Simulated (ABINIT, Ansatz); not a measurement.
## SiC (Moissanite 3C): from Born charge to LO-TO splitting

Aim: work out the LO frequency and the static dielectric constant of SiC (Moissanite 3C) from one linear-response run, then check them.

Calculated with ABINIT 10.8.3; DFT LDA, scalar-relativistic, plane waves, PseudoDojo norm-conserving pseudopotentials.

### Step 1. The relaxed structure

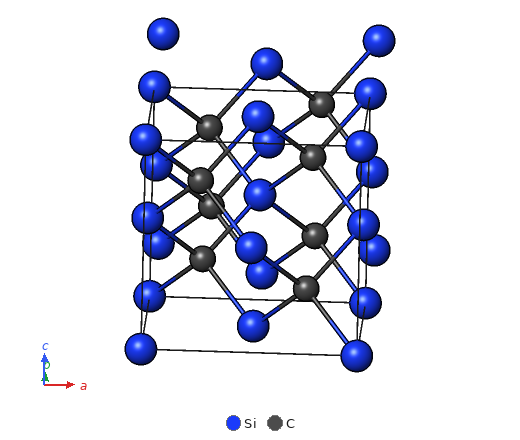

Start, viewed slightly off an axis; silicon blue, carbon dark grey. 1×2×1 cells are drawn. This picture shows the conventional cell, with its axes. Bonds to atoms that aren't drawn are left out. Some periodic images of atoms are drawn too.

Coordinates:

```cif
data_structure
_symmetry_space_group_name_H-M 'F-43m'
_symmetry_Int_Tables_number 216
_cell_length_a 4.3257
_cell_length_b 4.3257
_cell_length_c 4.3257
_cell_angle_alpha 90.000
_cell_angle_beta 90.000
_cell_angle_gamma 90.000
_cell_volume 80.94
loop_
_atom_site_label
_atom_site_type_symbol
_atom_site_symmetry_multiplicity
_atom_site_Wyckoff_symbol
_atom_site_fract_x
_atom_site_fract_y
_atom_site_fract_z
_atom_site_occupancy
Si1 Si 4 a 0.00000 0.00000 0.00000 1
C1 C 4 d 0.25000 0.25000 0.75000 1
```

This is the cell after its relaxation at this level of theory, not the database cell from which that began.

### Step 2. What the response run gave

A linear-response run on the relaxed cell, with the response to an electric field; only its zone-centre results are used. Cutoff 46 Ha, k mesh 8×8×8 with shifts.

Numbers of over 12 decimals in the logs are rounded to 6 here.

Log:

```text
[banners, grids, parts of the stress and lines that vanish by symmetry left out]
- input  file    -> dfpt_gamma.abi
- output file    -> dfpt_gamma.abo
- root for input  files -> dfpt_gammai
[...]
DATASET    1 : space group F-4 3 m (#216); Bravais cF (face-center cubic)
[...]
nfft =       46656          nkpt =        1024
[...]
DATASET    2 : space group F-4 3 m (#216); Bravais cF (face-center cubic)
[...]
nfft =       46656          nkpt =        1024
[...]
== DATASET  1 ==================================================================
[...]
cutoff_energies: {ecut:  46.0, pawecutdg:  -1.0, }
[...]
-  6.00000   4.00000  180309                  znucl, zion, pspdat
[...]
Perturbation : derivative vs k along direction   1
[...]
-ETOT  1  -13.935467427889     -1.394E+01 3.304E-01 0.000E+00
 ETOT  2  -13.980119910552     -4.465E-02 4.212E-03 0.000E+00
 ETOT  3  -13.980427702637     -3.078E-04 3.028E-05 0.000E+00
 ETOT  4  -13.980430494542     -2.792E-06 3.459E-07 0.000E+00
 ETOT  5  -13.980430523331     -2.879E-08 4.224E-09 0.000E+00
[...]
At SCF step   12   max residual=  1.00E-20 < tolwfr=  1.00E-20 =>converged.
[...]
Perturbation : derivative vs k along direction   2
[...]
-ETOT  1  -13.935467427721     -1.394E+01 3.304E-01 0.000E+00
[...]
At SCF step   12   max residual=  1.00E-20 < tolwfr=  1.00E-20 =>converged.
[...]
Perturbation : derivative vs k along direction   3
[...]
-ETOT  1  -13.935467427553     -1.394E+01 3.304E-01 0.000E+00
[...]
At SCF step   12   max residual=  1.00E-20 < tolwfr=  1.00E-20 =>converged.
[...]
1        1       1.9220891953    0.0000000000
     1        2      -0.9610445976   -0.0000000000
     1        3      -0.9610445976   -0.0000000000
     2        1      -0.9610445976   -0.0000000000
     2        2       1.9220891953    0.0000000000
     2        3       0.9610445976    0.0000000000
     3        1      -0.9610445976   -0.0000000000
     3        2       0.9610445976    0.0000000000
     3        3       1.9220891953    0.0000000000
[...]
== DATASET  2 ==================================================================
[...]
cutoff_energies: {ecut:  46.0, pawecutdg:  -1.0, }
[...]
Perturbation : displacement of atom   1   along direction   1
[...]
-ETOT  1   6.888000     -4.533E+01 3.132E-01 3.924E+02
[...]
At SCF step    9       vres2   =  8.08E-13 < tolvrs=  1.00E-10 =>converged.
[...]
At SCF step    8       vres2   =  6.15E-12 < tolvrs=  1.00E-10 =>converged.
[...]
-ETOT  1   1.854923     -5.463E+00 8.439E-02 2.792E+03
[...]
ETOT  7   1.321088     -2.649E-10 6.020E-12 8.219E-09
 ETOT  8   1.321088     -3.483E-12 8.883E-14 6.053E-12
 At SCF step    8       vres2   =  6.05E-12 < tolvrs=  1.00E-10 =>converged.
[...]
Dielectric tensor, in cartesian coordinates,
[...]
1    4   1    4         6.8699815199        -0.0000000000
   1    4   2    4        -0.0000000000        -0.0000000000
   1    4   3    4        -0.0000000000        -0.0000000000
   2    4   1    4        -0.0000000000        -0.0000000000
   2    4   2    4         6.8699815199        -0.0000000000
   2    4   3    4        -0.0000000000        -0.0000000000
   3    4   1    4        -0.0000000000        -0.0000000000
   3    4   2    4         0.0000000000        -0.0000000000
   3    4   3    4         6.8699815199        -0.0000000000
  Effective charges, in cartesian coordinates,
[...]
1    1   1    4         2.7222857260         0.0000000000
   2    1   1    4        -0.0000000000         0.0000000000
   3    1   1    4         0.0000000000         0.0000000000
   1    2   1    4        -2.7223494976         0.0000000000
   2    2   1    4        -0.0000000000         0.0000000000
[...]
Effective charges, in cartesian coordinates,
[...]
Rigid-atom elastic tensor , in cartesian coordinates,
[...]
Rigid-atom proper piezoelectric tensor, in cartesian coordinates,
[...]
2    4   2    6         0.0158187905         0.0000000000
   2    4   3    6         0.0000000000         0.0000000000
   3    4   1    5         0.0000000000         0.0000000000
   3    4   2    5        -0.0000000000         0.0000000000
   3    4   3    5        -0.0000000000         0.0000000000
   3    4   1    6         0.0000000000         0.0000000000
   3    4   2    6         0.0000000000         0.0000000000
   3    4   3    6         0.0158187905         0.0000000000
  Phonon wavevector (reduced coordinates) :  0.00000  0.00000  0.00000
 Phonon energies in Hartree :
[...]
Phonon frequencies in cm-1    :
-  4.388098E-01  4.388099E-01  4.388102E-01  7.979779E+02  7.979779E+02
-  7.979779E+02
  Phonon at Gamma, with non-analyticity in the
[...]
Phonon energies in Hartree :
[...]
Phonon frequencies in cm-1    :
-  4.388098E-01  4.388099E-01  4.388354E-01  7.979779E+02  7.979779E+02
-  9.739454E+02
  Phonon at Gamma, with non-analyticity in the
[...]
Phonon energies in Hartree :
[...]
Phonon frequencies in cm-1    :
-  4.388098E-01  4.388102E-01  4.388351E-01  7.979779E+02  7.979779E+02
-  9.739454E+02
  Phonon at Gamma, with non-analyticity in the
[...]
Phonon energies in Hartree :
[...]
Phonon frequencies in cm-1    :
-  4.388099E-01  4.388102E-01  4.388350E-01  7.979779E+02  7.979779E+02
-  9.739454E+02
[...]
fcart2     0.0000000000E+00  0.0000000000E+00  0.0000000000E+00
           strten2     0.0000000000E+00  0.0000000000E+00  0.0000000000E+00
================================================================================
```

```csv
quantity,value
cell volume Ω (Å³),20.236
mass of Si (u),28.085
mass of C (u),12.011
"Born charge of Si, raw (e)",2.722
"Born charge of C, raw (e)",-2.722
ε∞,6.870
ω(TO) after the sum rule (cm⁻¹),798.0
```

### Step 3. The calculation

The charges must sum to zero over the cell; taking off their mean, 0.000 e, leaves Z* = 2.722 e on Si. In the polar mode Si moves against C, so the reduced mass is μ = 28.09 × 12.01 / 40.10 = 8.413 u.

A longitudinal wave builds up a field that adds to the restoring force: ω(LO)² = ω(TO)² + 4π Z*² / (μ Ω ε∞), in Hartree atomic units. With μ = 15336 electron masses and Ω = 136.56 bohr³ the second term is 6.4729e-06 Ha², or 311795 cm⁻² (1 Ha = 219474.6 cm⁻¹).

So ω(LO) = √(636772 + 311795) = 973.9 cm⁻¹, and by the Lyddane-Sachs-Teller relation ε₀ = ε∞ (ω(LO)/ω(TO))² = 10.23.

### Step 4. Check against the program

The analysis program adds the same non-analytic term to the full matrix.

Log:

```text
[banners, grids, parts of the stress and lines that vanish by symmetry left out]
-outvars_anaddb: echo values of input variables ----------------------

 Flags :
[...]
Dielectric Tensor and Effective Charges
[...]
Effective charge tensors after
[...]
Phonon wavevector (reduced coordinates) :  0.00000  0.00000  0.00000
 Phonon energies in Hartree :
[...]
Phonon energies in meV     :
-  0.000000E+00  0.000000E+00  0.000000E+00  9.893661E+01  9.893661E+01
-  9.893661E+01
 Phonon frequencies in cm-1    :
-  0.000000E+00  0.000000E+00  0.000000E+00  7.979776E+02  7.979776E+02
-  7.979776E+02
 Phonon frequencies in Thz     :
-  0.000000E+00  0.000000E+00  0.000000E+00  2.392277E+01  2.392277E+01
-  2.392277E+01
 Phonon energies in Kelvin  :
-  0.000000E+00  0.000000E+00  0.000000E+00  1.148112E+03  1.148112E+03
-  1.148112E+03
[...]
-  1  0.00000000E+00  3.28556488E-07 -3.69884995E-03
-     0.00000000E+00  0.00000000E+00  0.00000000E+00
-  2  0.00000000E+00  3.28556491E-07 -3.69884998E-03
-     0.00000000E+00  0.00000000E+00  0.00000000E+00
[...]
-  1  0.00000000E+00 -3.69884995E-03 -3.28556488E-07
-     0.00000000E+00  0.00000000E+00  0.00000000E+00
-  2  0.00000000E+00 -3.69884998E-03 -3.28556491E-07
-     0.00000000E+00  0.00000000E+00  0.00000000E+00
[...]
-  1  3.69884996E-03  0.00000000E+00  0.00000000E+00
-     0.00000000E+00  0.00000000E+00  0.00000000E+00
-  2  3.69885000E-03  0.00000000E+00  0.00000000E+00
-     0.00000000E+00  0.00000000E+00  0.00000000E+00
[...]
-  1  2.36989861E-07  0.00000000E+00  2.41888500E-03
-     0.00000000E+00  0.00000000E+00  0.00000000E+00
-  2 -5.54156913E-07  0.00000000E+00 -5.65611473E-03
-     0.00000000E+00  0.00000000E+00  0.00000000E+00
[...]
-  1  0.00000000E+00 -2.41888501E-03  0.00000000E+00
-     0.00000000E+00  0.00000000E+00  0.00000000E+00
-  2 -1.87752190E-07  5.65611475E-03  0.00000000E+00
-     0.00000000E+00  0.00000000E+00  0.00000000E+00
[...]
-  1  2.41888499E-03  0.00000000E+00 -2.36990969E-07
-     0.00000000E+00  0.00000000E+00  0.00000000E+00
-  2 -5.65611472E-03 -1.87744545E-07  5.54159504E-07
-     0.00000000E+00  0.00000000E+00  0.00000000E+00
[...]
-     1         -0.000000    -0.000000     0.000000     0.000000
-     2         -0.000000     0.000000     0.000000     0.000000
-     3         -0.000000    -0.000000    -0.000000     0.000000
-     4          0.000350     0.000049     3.573474     3.573474
-     5          0.000119    -3.573474     0.000049     3.573474
-     6          3.573474     0.000119    -0.000350     3.573474
[...]
-   1     Real    0.0000E+00  0.0000E+00  0.0000E+00  0.0000E+00  0.0000E+00  0.0000E+00  0.0000E+00
[...]
-  1  0.00000000E+00  3.27568655E-07 -3.69884995E-03
-     0.00000000E+00  0.00000000E+00  0.00000000E+00
-  2  0.00000000E+00  3.27568658E-07 -3.69884998E-03
-     0.00000000E+00  0.00000000E+00  0.00000000E+00
[...]
Phonon at Gamma, with non-analyticity in the
[...]
Phonon energies in Hartree :
[...]
Phonon energies in meV     :
-  0.000000E+00  0.000000E+00  0.000000E+00  9.893661E+01  9.893661E+01
-  1.207536E+02
 Phonon frequencies in cm-1    :
-  0.000000E+00  0.000000E+00  0.000000E+00  7.979776E+02  7.979776E+02
-  9.739437E+02
 Phonon frequencies in Thz     :
-  0.000000E+00  0.000000E+00  0.000000E+00  2.392277E+01  2.392277E+01
-  2.919810E+01
 Phonon energies in Kelvin  :
-  0.000000E+00  0.000000E+00  0.000000E+00  1.148112E+03  1.148112E+03
-  1.401288E+03
[...]
Phonon at Gamma, with non-analyticity in the
[...]
Phonon energies in Hartree :
[...]
Phonon energies in meV     :
-  0.000000E+00  0.000000E+00  0.000000E+00  9.893661E+01  9.893661E+01
-  1.207536E+02
 Phonon frequencies in cm-1    :
-  0.000000E+00  0.000000E+00  0.000000E+00  7.979776E+02  7.979776E+02
-  9.739437E+02
 Phonon frequencies in Thz     :
-  0.000000E+00  0.000000E+00  0.000000E+00  2.392277E+01  2.392277E+01
-  2.919810E+01
 Phonon energies in Kelvin  :
-  0.000000E+00  0.000000E+00  0.000000E+00  1.148112E+03  1.148112E+03
-  1.401288E+03
[...]
-  1  0.00000000E+00 -3.69884992E-03  5.51648904E-07
-     0.00000000E+00  0.00000000E+00  0.00000000E+00
-  2  0.00000000E+00 -3.69884995E-03  5.51652269E-07
-     0.00000000E+00  0.00000000E+00  0.00000000E+00
[...]
-  1  3.69884997E-03  0.00000000E+00  0.00000000E+00
-     0.00000000E+00  0.00000000E+00  0.00000000E+00
-  2  3.69884999E-03  0.00000000E+00  0.00000000E+00
-     0.00000000E+00  0.00000000E+00  0.00000000E+00
[...]
-  1  4.58107459E-04  1.43470873E-03 -1.89281618E-03
-     0.00000000E+00  0.00000000E+00  0.00000000E+00
-  2 -1.07119948E-03 -3.35480073E-03  4.42600021E-03
-     0.00000000E+00  0.00000000E+00  0.00000000E+00
[...]
-  1  1.92114740E-03 -1.35730640E-03 -5.63841004E-04
-     0.00000000E+00  0.00000000E+00  0.00000000E+00
-  2 -4.49224752E-03  3.17380972E-03  1.31843780E-03
-     0.00000000E+00  0.00000000E+00  0.00000000E+00
[...]
Direction                     Dielectric constant
[...]
Elastic Tensor (clamped ion) (unit:10^2GP):
[...]
Elastic Tensor (relaxed ion) (unit:10^2GP):
[...]
Calculation of the tensor related to piezoelectric effetc
[...]
Proper piezoelectric constants (clamped ion) (unit:c/m^2)
[...]
Proper piezoelectric constants (relaxed ion) (unit:c/m^2)
[...]
-0.00000000     -0.04233642      0.00000000
     -0.00000000      0.00000000     -0.04233643
-
```

```csv
quantity,by hand,program
ω(LO) (cm⁻¹),973.9,973.9
ε₀,10.23,10.23
```

### Step 5. Summary of results

- TO mode: 798.0 cm⁻¹
- LO mode: 973.9 cm⁻¹
- static dielectric constant: 10.23

**Reading.** The LO mode of SiC (Moissanite 3C) lies at 974 cm⁻¹, 176 cm⁻¹ above the TO mode; the formula meets the program within 0.1 cm⁻¹, as it must for a cubic crystal with one polar mode. ω(LO)² − ω(TO)² goes with Z*²/ε∞: an error of 5 % in ε∞ would move the LO mode by 7.7 cm⁻¹, and semilocal functionals tend to overestimate ε∞. These are harmonic values at zero temperature, at the volume of this functional, for the structure held cubic; stability elsewhere in the zone is no part of this calculation.

[Host names and launcher messages were left out of these logs when they were recorded.]

[Logs are printed without paths, hosts, clocks, repeated set-up lines and the standing remarks that a program may print on its own settings, such as how far it seeks lower states.]

[Hosts, paths, dates, database ids (printed as entryN), source tags and the programs' standing remarks are cut or masked in the printed files.]
